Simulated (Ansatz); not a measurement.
Structure (in its standard cell), the input geometry of an electronic-structure calculation (not necessarily at equilibrium):

```xyz
8
Lattice="5.4715 0.0000 0.0000 0.0000 5.4715 0.0000 0.0000 0.0000 5.4715" Properties=species:S:1:pos:R:3 pbc="T T T"
Si    2.7358    0.0000    2.7358
Si    1.3679    1.3679    1.3679
Si    2.7358    2.7358    0.0000
Si    1.3679    4.1036    4.1036
Si    0.0000    0.0000    0.0000
Si    4.1036    1.3679    4.1036
Si    0.0000    2.7358    2.7358
Si    4.1036    4.1036    1.3679
```

What does the kinematic electron diffraction pattern along [001] look like at 300 kV (B = 0.5 Å²)?

Answer. The spots form a square net with both shortest vectors at d = 1.93 Å, 90.0° apart. They are 2 -2 0 and 2 2 0. The pattern has symmetry 4mm. The lattice centring (F) removes all reflections that break h + k = 2n, h + l = 2n; a glide plane extinguishes reflections such as 2 -4 0, 2 4 0, 4 -2 0; a screw axis and a glide plane both extinguish reflections such as 0 2 0, 2 0 0, 0 6 0.

Strongest reflections with d > 0.80 Å, one of each family (|F|² from tabulated Gaussian fits of the electron scattering factors, times a small damping for the curvature of the Ewald sphere):

```json
{"hkl": "2 2 0", "d (Å)": "1.934", "I (strongest = 100)": "100"}
{"hkl": "4 0 0", "d (Å)": "1.368", "I (strongest = 100)": "35"}
{"hkl": "4 4 0", "d (Å)": "0.967", "I (strongest = 100)": "11"}
{"hkl": "6 2 0", "d (Å)": "0.865", "I (strongest = 100)": "8"}
```

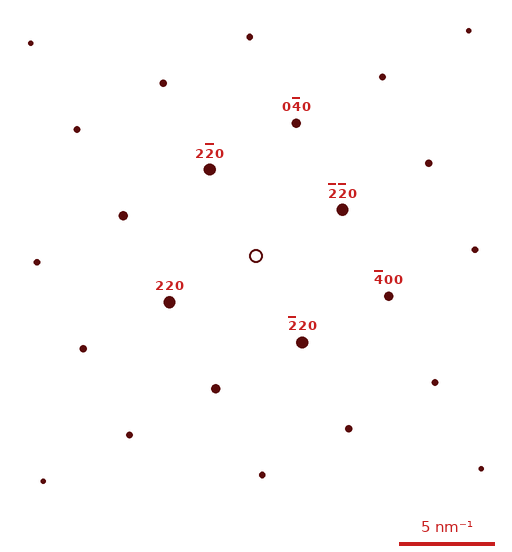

Calculated pattern, seen from the source side with [001] pointing towards the source.
